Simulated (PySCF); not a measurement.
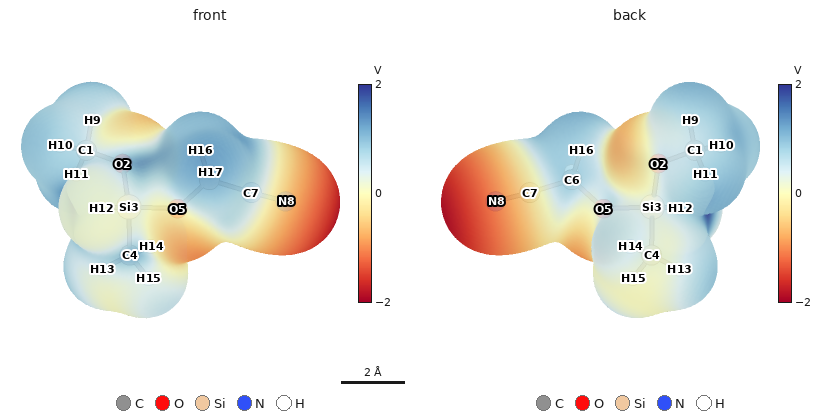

*C4H9NO2Si. The electrostatic potential painted on the density surface at 0.002 e/bohr³, seen from the front and from behind; red is negative and blue positive.*

Geometry: GFN2-xTB, MD frame at 250 fs, 200 K.

Method: PBE0/pcSseg-1, SCF density, gas phase, non-relativistic in PySCF.

```xyz
17

C    -1.2794    2.3149   -0.7049
O    -0.4082    1.3571   -0.2127
Si   -0.8172   -0.0459    0.4642
C    -1.5512   -1.2885   -0.8229
O     0.5644   -0.8441    0.8463
C     1.8959   -0.5075    1.0736
C     2.8735   -1.4144    0.4355
N     3.7042   -2.1265    0.0973
H    -0.7096    3.1508   -1.0761
H    -1.9058    2.7418    0.1503
H    -1.9446    1.8676   -1.4395
H    -1.5569    0.1960    1.7327
H    -2.5597   -1.2433   -1.1644
H    -0.8715   -1.2567   -1.6464
H    -1.3323   -2.2697   -0.4431
H     2.0346    0.5254    0.6317
H     2.0781   -0.4062    2.2065
```

Question: Describe the electrostatic potential map.

Answer: The most negative region (about −1.8 V) lies over N8, the most positive (about +1.7 V) over Si3. N8 is the likeliest acceptor of a hydrogen bond.
